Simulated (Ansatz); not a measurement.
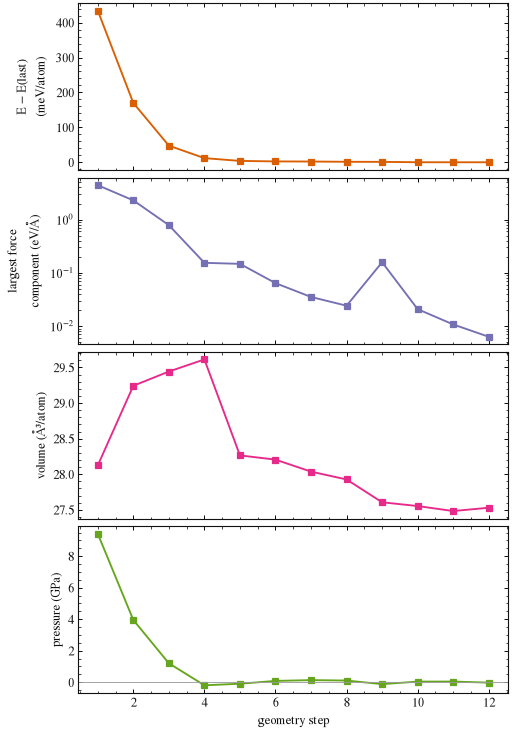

History of a geometry optimisation. Atoms and cell relax. A closing SCF on a freshly chosen basis isn't drawn.

```
crystal:
  lattice:
    - [4.251203, 0.0, 0.0]
    - [0.0, 4.251203, 0.0]
    - [0.0, 0.0, 9.336773]
  atoms:
    - { symbol: Ca, position: [0.0, 0.5, 0.16] }
    - { symbol: Ca, position: [0.5, 0.0, 0.84] }
    - { symbol: Ag, position: [0.0, 0.0, 0.0] }
    - { symbol: Ag, position: [0.5, 0.5, 0.0] }
    - { symbol: I, position: [0.0, 0.5, 0.675] }
    - { symbol: I, position: [0.5, 0.0, 0.325] }
  symmetry: { tolerance: 0.0003 }
kpoints:
  mp_grid: { grid: [4, 4, 2], shift: [0, 0, 0] }
magnetization:
  spin_polarized: false
scf:
  occupations: { method: methfessel_paxton, width: 0.025 }
hamiltonian:
  pseudopotentials: { kind: paw }
  xc: pbesol
basis:
  ecutwfc: 420
output:
  forces: true
  stress: true
  eigenvalues: true
  write_density: true
  write_potential: true
  elf: true
  volumetric_format: npy
relax:
  max_steps: 40
  cell: {}
```

Command:
```bash
ansatz run input.yaml --threads 1 --pin off --max-ram 2560MiB --backend cpu --events-out ev --progress --plain --runs-dir out
```

How did it end, and what did it gain?

Answer. The optimisation met its thresholds at geometry 12, counting the start as the first. The energy fell by about 430 meV/atom from the first step to the last. The largest force component goes from about 4.4 eV/Å at the start to 6 × 10⁻³ eV/Å at the end.

Was the starting cell too large or too small?

Answer. The volume shrinks from 28.1 to 27.5 Å³ per atom (−2 %), as the pressure goes from 9.4 GPa to about 0 GPa. The start was expanded.
